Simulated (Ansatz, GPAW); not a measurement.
# Si/Fe(100) in an electric field, part 3 of 3

Wanted: the out-of-plane polarisability of Si/Fe(100).

GPAW 26.7.0 and Ansatz 0.2.0; Ansatz plane waves; slab in vacuum with a dipole correction, relaxation (the session's first sound run).

So far. Step 5 (Field on): The dipole is now -0.0744 e Å, against -0.029 in the run without a field.

## 8. Field on

Level of this step: GPAW, PAW setups; slab in vacuum (GPAW).

File run.py:

```python
import json
import numpy as np
from ase import Atoms
from gpaw import GPAW, PW
from gpaw.external import ConstantElectricField

slab = Atoms(
    ['Fe', 'Fe', 'Fe', 'Fe', 'Fe', 'Si'],
    positions=[
        [0.00000, 0.00000, 7.00000],
        [1.43500, 1.43500, 8.43500],
        [0.00000, 0.00000, 9.87000],
        [1.43500, 1.43500, 11.29750],
        [0.00000, 0.00000, 12.71514],
        [1.43500, 1.43500, 13.91148]],
    cell=[[2.87, 0.0, 0.0], [0.0, 2.87, 0.0], [0.0, 0.0, 21.28651]],
    pbc=[True, True, False],
    magmoms=[2.5, 2.5, 2.5, 2.5, 2.5, 0.0])

slab.calc = GPAW(mode=PW(400), xc='PBE', kpts={'size': (11, 11, 1), 'gamma': True},
                 occupations={'name': 'fermi-dirac', 'width': 0.1}, nbands='140%',
                 convergence={'density': 1e-05}, maxiter=200,
                 poissonsolver={'dipolelayer': 'xy'},
                 external=ConstantElectricField(0.1, [0, 0, 1]),
                 symmetry={'tolerance': 1e-3}, txt='slab.txt')
result = {}
energy = slab.get_potential_energy()
fermi = slab.calc.get_fermi_level()
v = slab.calc.get_electrostatic_potential().mean((0, 1)) - fermi
n = slab.calc.get_pseudo_density().mean((0, 1))
L = slab.cell[2, 2]
z = np.arange(len(v)) * L / len(v)
low, high = slab.positions[:, 2].min(), slab.positions[:, 2].max()
below, above = np.interp([low - 4.8, high + 4.8], z, v)
slopes = [np.interp(x, z, np.gradient(v, z)) for x in (low - 4.8, high + 4.8)]
eps = np.array([[slab.calc.get_eigenvalues(k, s) for k in range(len(slab.calc.get_ibz_k_points()))]
                for s in range(slab.calc.get_number_of_spins())]) - fermi
top, bottom = eps[eps < 0].max(), eps[eps > 0].min()
dipole = slab.get_dipole_moment()[2]
print(f'energy {energy:.4f} eV, Fermi level {fermi:.4f} eV, dipole {dipole:.5f} e A')
print(f'potential 4.8 A off the faces, from the Fermi level: lower {below:.4f} eV, upper {above:.4f} eV')
print(f'slope of the potential there: lower {slopes[0]:.5f}, upper {slopes[1]:.5f} eV/A')
print(f'nearest levels on the mesh: {top:.4f} and {bottom:.4f} eV')
print('magnetic moment', round(slab.get_magnetic_moment(), 3))
result.update(energy=energy, fermi=fermi, dipole=dipole, below=below, above=above, slopes=slopes, edges=[top, bottom],
              z=z.tolist(), v=v.tolist(), n=n.tolist(), positions=slab.positions.tolist(),
              forces=slab.get_forces(apply_constraint=False).tolist(), moments=slab.get_magnetic_moments().tolist())
json.dump(result, open('result.json', 'w'))
```

Started as:

```bash
$ OMP_NUM_THREADS=1 OPENBLAS_NUM_THREADS=1 python run.py
```

What it wrote:

```text
energy -48.2934 eV, Fermi level 1.6782 eV, dipole 0.01847 e A
potential 4.8 A off the faces, from the Fermi level: lower 4.4193 eV, upper 4.0137 eV
slope of the potential there: lower -0.00108, upper 0.00030 eV/A
nearest levels on the mesh: -0.0106 and 0.0015 eV
magnetic moment 12.445
```

It took 10 min on 1 thread of Intel Xeon 6975P-C (Granite Rapids), shared host; peak memory 0.54 GiB.

The electrostatic potential energy of an electron (without an applied field's), less the Fermi level, planar mean oscillates, so the rows of the table below give means over windows of 1.38 Å about each position, cut where the curve ends. Its maxima inside the range that stand out by 2 % of the span (Å: eV): 7.8: -5.23, 9.2: -5.17, 10.5: -5.55, 12.0: -5.84, 13.3: -10.8. Its minima: 7.0: -14.2, 8.4: -14.3, 9.9: -14.4, 11.3: -14.7, 12.8: -15.7, 13.8: -16.4.

The electrostatic potential energy of an electron (without an applied field's), less the Fermi level, planar mean by z; means over each step:

```csv
z (Å),"electrostatic potential energy of an electron (without an applied field's), less the Fermi level, planar mean (eV)"
0.69,4.39
2.07,4.42
3.45,4.41
4.83,4.12
6.21,-2.36
7.59,-9.34
8.97,-9.41
10.35,-9.68
11.73,-10.0
13.11,-13.4
14.49,-6.40
15.87,3.59
17.25,4.00
18.63,4.01
20.01,4.01
```

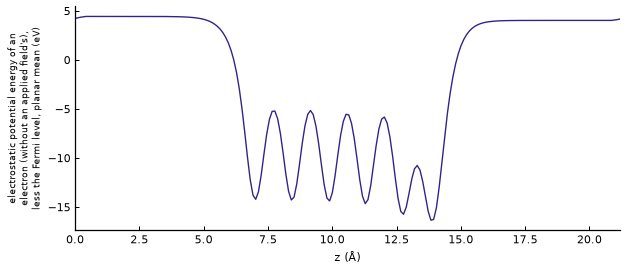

Electrostatic potential energy of an electron (without an applied field's), less the Fermi level, planar mean, plotted against z.

The dipole is now 0.0185 e Å, against -0.029 in the run without a field.

## 9. Field on

Edit run.py of step 8 so:

```diff
@@ -23,3 +23,3 @@
                  poissonsolver={'dipolelayer': 'xy'},
-                 external=ConstantElectricField(0.1, [0, 0, 1]),
+                 external=ConstantElectricField(0.2, [0, 0, 1]),
                  symmetry={'tolerance': 1e-3}, txt='slab.txt')
```

What it wrote:

```text
energy -48.2974 eV, Fermi level 1.6597 eV, dipole 0.06511 e A
potential 4.8 A off the faces, from the Fermi level: lower 4.9669 eV, upper 3.5371 eV
slope of the potential there: lower -0.00143, upper 0.00026 eV/A
nearest levels on the mesh: -0.0034 and 0.0222 eV
magnetic moment 12.441
```

Elapsed: 9.2 min, on 1 thread; peak memory 0.54 GiB.

The dipole is now 0.0651 e Å, against -0.029 in the run without a field.

## 10. In a field

Edit run.py of step 9 so:

```diff
@@ -23,3 +23,3 @@
                  poissonsolver={'dipolelayer': 'xy'},
-                 external=ConstantElectricField(0.2, [0, 0, 1]),
+                 external=ConstantElectricField(0.3, [0, 0, 1]),
                  symmetry={'tolerance': 1e-3}, txt='slab.txt')
```

What it wrote:

```text
energy -48.3061 eV, Fermi level 1.6394 eV, dipole 0.11194 e A
potential 4.8 A off the faces, from the Fermi level: lower 5.5204 eV, upper 3.0620 eV
slope of the potential there: lower -0.00189, upper 0.00023 eV/A
nearest levels on the mesh: -0.0090 and 0.0226 eV
magnetic moment 12.436
```

It took 7.1 min on 1 thread; peak memory 0.54 GiB.

The electrostatic potential energy of an electron (without an applied field's), less the Fermi level, planar mean oscillates, so the rows of the table below give means over windows of 1.38 Å about each position, cut where the curve ends. Its maxima inside the range that stand out by 2 % of the span (Å: eV): 0.7: 5.52, 7.8: -4.65, 9.2: -4.88, 10.5: -5.53, 12.0: -6.11, 13.3: -11.3. Its minima: 7.0: -13.5, 8.4: -13.8, 9.9: -14.2, 11.3: -14.8, 12.8: -16.2, 13.8: -17.0.

Electrostatic potential energy of an electron (without an applied field's), less the Fermi level, planar mean against z; means over each step:

```csv
z (Å),"electrostatic potential energy of an electron (without an applied field's), less the Fermi level, planar mean (eV)"
0.69,5.35
2.07,5.52
3.45,5.50
4.83,5.19
6.21,-1.47
7.59,-8.73
8.97,-9.07
10.35,-9.62
11.73,-10.2
13.11,-13.9
14.49,-7.17
15.87,2.66
17.25,3.05
18.63,3.06
20.01,3.06
```

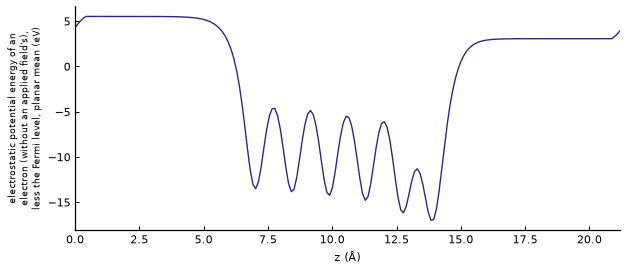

Electrostatic potential energy of an electron (without an applied field's), less the Fermi level, planar mean, plotted against z.

The dipole is now 0.112 e Å, against -0.029 in the run without a field.

## 11. The series

The members are put on one axis.

This step: induced dipole against applied field (GPAW 26.7.0).

The dipole along the normal by field:

```csv
field (V/Å),dipole along the normal (e·Å)
-0.200,-0.121
-0.100,-0.0744
-0.050,-0.0512
0.000,-0.0285
0.050,-0.00476
0.100,0.0185
0.200,0.0651
0.300,0.112
```

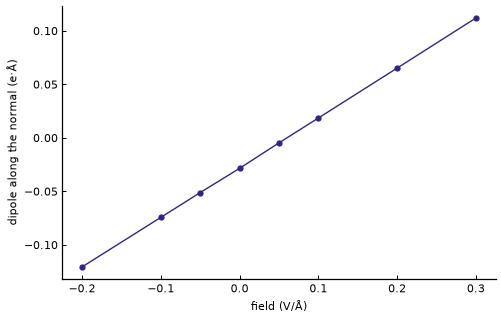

Dipole along the normal against field.

## 12. Results

- work function, upper and lower face: 4.492 and 3.877 eV
- dipole along the normal: -0.0285 e Å
- induced dipole per field: 0.465 e Å per V/Å
- out-of-plane polarisability per area, α/(ε0 A): 10.2 Å

What this shows: The field induces 0.465 e Å per V/Å, a polarisable thickness α/(ε0 A) of 10.2 Å beside 6.91 Å between the outermost nuclei. A perfect conductor would give the distance between its two image planes; a dielectric of thickness t gives t(1 - 1/ε). The two faces differ by 0.62 eV, the step that the slab's dipole makes (e p/(ε0 A) gives 0.63 eV), so the dipole layer is needed. The induced dipole is linear in the field over this range. The cell of 8.24 Å² holds one Si, started on one chosen site; other sites and coverages weren't tried. One magnetic start was tried; another order may lie lower. The in-plane lattice was kept as typed, which isn't the functional's own and leaves some strain; spin-orbit coupling and temperature are left out.

[Logs are printed without paths, hosts, clocks, repeated set-up lines and the standing remarks that a program may print on its own settings, such as how far it seeks lower states.]

[Hosts, paths, dates, database ids (printed as entryN), source tags and the programs' standing remarks are cut or masked in the printed files.]
